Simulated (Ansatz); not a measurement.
## Electronic structure of H4Zr in real space

```xyz
5

Zr    0.0000    0.0000    0.0000
H     0.0109   -0.0156    1.8507
H     1.7413    0.0118   -0.6272
H    -0.8818    1.5130   -0.5990
H    -0.8704   -1.5092   -0.6245
```

Geometry: PBE-D4/def2-TZVP; core potentials replace the inner electrons of Zr.

Method: RKS PBE0-D4/def2-TZVP in Ansatz 0.2.0.

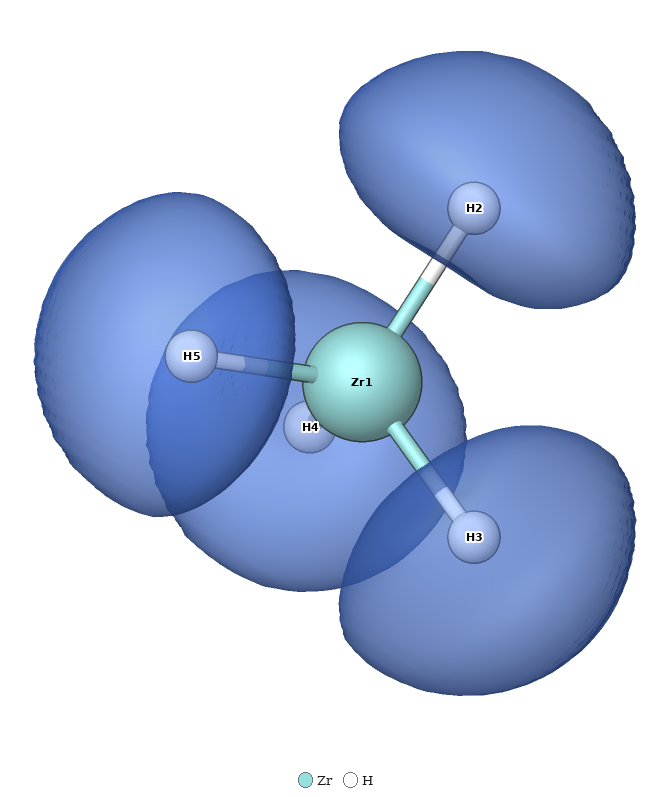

Figure 1. Isosurface of the electron localisation function at 0.75 (blue), seen at an oblique angle. Core shells and regions of very low density are left out.

Q: Identify the bonds, lone pairs and shells in this picture.

A: The surface consists of four regions around hydrogen nuclei. Profiles from the grid: Zr–H (1.85 Å): the ELF climbs to about 1 towards the hydrogen.

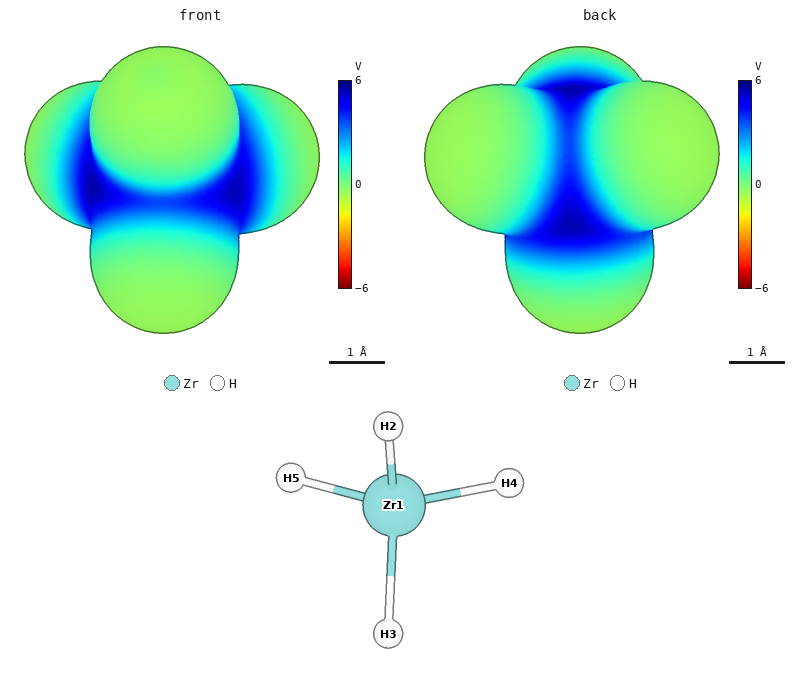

Figure 2. The electrostatic potential painted on the density surface at 0.004 e/bohr³, seen from the front and from behind; the colour scale runs from red (negative) to blue (positive). The bare structure is drawn below in the same view.

Q: Which sites attract a positive test charge, and which a negative one?

A: A positive charge is drawn to the negative regions and a negative charge to the positive ones. The most negative region (about −0.5 V, or −12 kcal/mol for a unit charge) lies over H2, H3, H4 and H5, the most positive (about +5.4 V, or +125 kcal/mol for a unit charge) over Zr1.

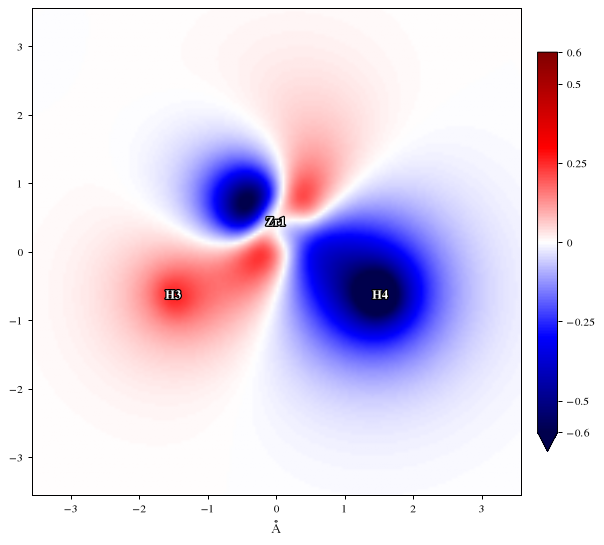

Figure 3. The HOMO on the plane of atoms H3, Zr1 and H4 (values in Å⁻³ᐟ²; the overall sign is arbitrary).

Q: What is the character of this orbital?

A: It lies mainly on Zr1 (about 45 %) and H4 (about 40 %). It is one of a degenerate set, so its orientation is arbitrary. Its energy is −8.52 eV.
